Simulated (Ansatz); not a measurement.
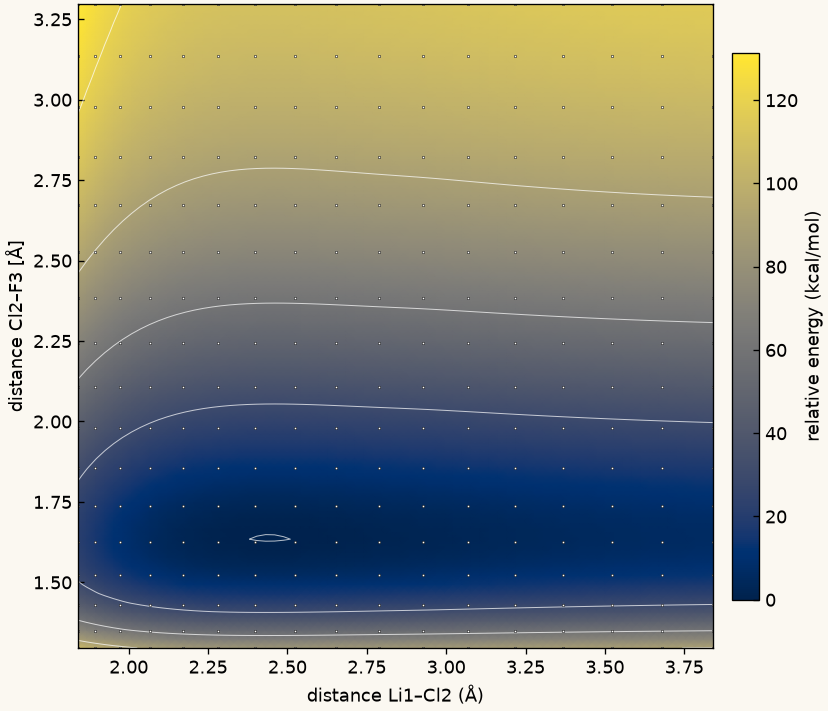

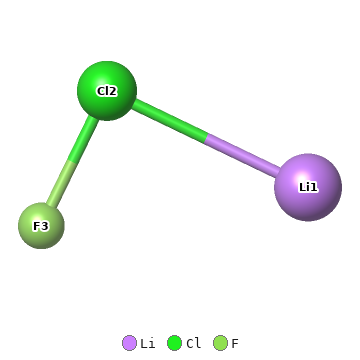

Energy landscape of the system Li⁺ + ClF. 
- Coordinates scanned: (1) distance Li1–Cl2; (2) distance Cl2–F3.
- Nothing is relaxed (the angle Li1–Cl2–F3 is fixed at 90 degrees).
- Grid: 17 × 17 points.
- Points are written as (first, second).
- Energies are in kcal/mol, from the lowest grid point.
- The reference is spin-restricted, so regions where a bond is pulled apart into radicals lie too high.
- The calculation used Ansatz 0.2.0, RKS PBE0-D4/def2-SVPD.

In the figure: a smooth colour map with a few white contour lines, dots at the grid points. Between grid points the surface is interpolated. The second picture is the structure at the lowest point.

Question: Describe this landscape.

Answer: The lowest grid point is at (2.399 Å, 1.626 Å). No other kind of well shows on this grid. The highest grid point, (1.840 Å, 3.296 Å), lies 131 kcal/mol above the lowest.

Grid values (kcal/mol):

```
distance Cl2–F3 ↓, distance Li1–Cl2 →  1.840  1.974  2.170  2.399  2.652  2.926  3.216  3.521  3.840
                                3.296    131    120    113    110    111    112    114    115    116
                                2.977    121    110    102     99    100    101    102    104    105
                                2.672    105     94     86     83     84     85     86     87     88
                                2.382     83     72     64     61     62     63     64     66     67
                                2.108     58     46     38     35     36     37     39     40     41
                                1.855     33     22     14     11     12     13     14     16     17
                                1.626     22     10      2      0      1      2      4      5      7
                                1.430     45     33     25     23     24     25     27     29     30
                                1.296    104     93     85     83     83     85     87     89     90
```

The table holds every second grid line.

Time for the 289 points that were run: 14 min on 1 thread of Arm Neoverse V1, on a shared host.
